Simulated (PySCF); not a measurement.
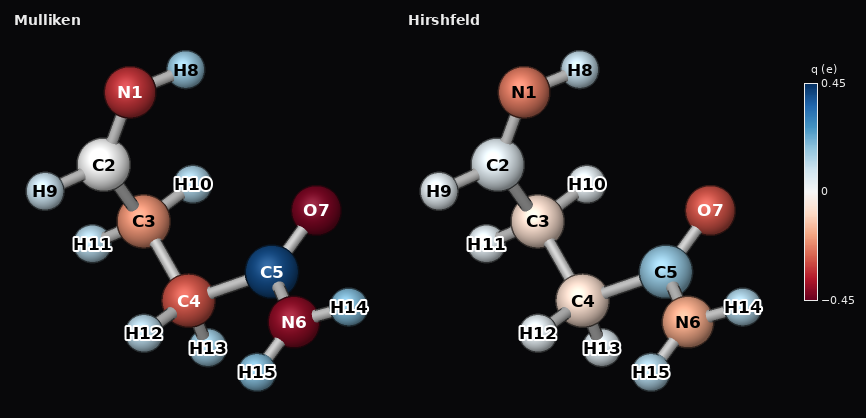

Atomic charges of one calculation by 2 schemes, on one colour scale. Computed geometry: GFN2-xTB optimisation. No frequency run is at hand to confirm it as a minimum. Computed with PBE0/pcSseg-1 (PySCF 2.14.0).

### Which scheme gives the most polar picture (largest mean size of the charges)?

The Mulliken charges are the largest in size here.

### On which atom do the schemes disagree most?

On C5 (from 0.18 to 0.41 e); N6 (from −0.40 to −0.17 e).

List the charges (e), one line for each set of equivalent atoms.

```
atom  Mulliken  Hirshfeld
  N1     −0.33      −0.23
  C2      0.00       0.05
  C3     −0.20      −0.07
  C4     −0.28      −0.07
  C5      0.41       0.18
  N6     −0.40      −0.17
  O7     −0.43      −0.29
  H8      0.17       0.11
  H9      0.10       0.04
 H10      0.15       0.04
 H11      0.13       0.05
 H12      0.13       0.04
 H13      0.16       0.05
 H14      0.20       0.14
 H15      0.19       0.14
```
